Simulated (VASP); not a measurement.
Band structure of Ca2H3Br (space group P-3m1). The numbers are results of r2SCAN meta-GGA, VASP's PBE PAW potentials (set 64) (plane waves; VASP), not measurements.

The path is coarsely sampled, so an indirect gap can come out somewhat too large.

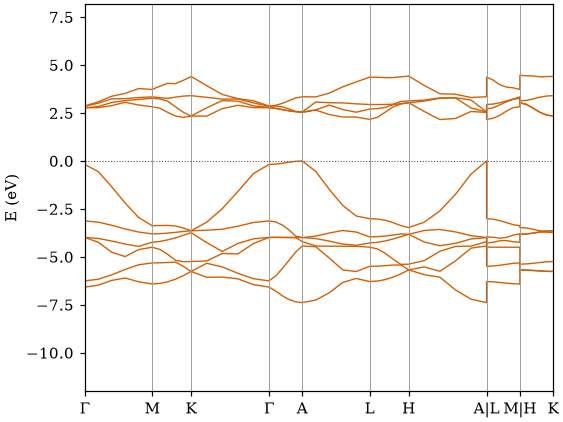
Fig. 1. Bands along high-symmetry lines, zero at the valence-band maximum or, without a gap, the Fermi level

### Question
Read the plot: is there a gap, and where are the band edges?

### Answer
The gap is indirect, 2.16 eV, from the valence maximum at A to the conduction minimum at H-A at 0.40.

The structure comes from a computed database's Ca2H3Br entry (P-3m1); how it stands against other phases isn't given here. It was relaxed first.
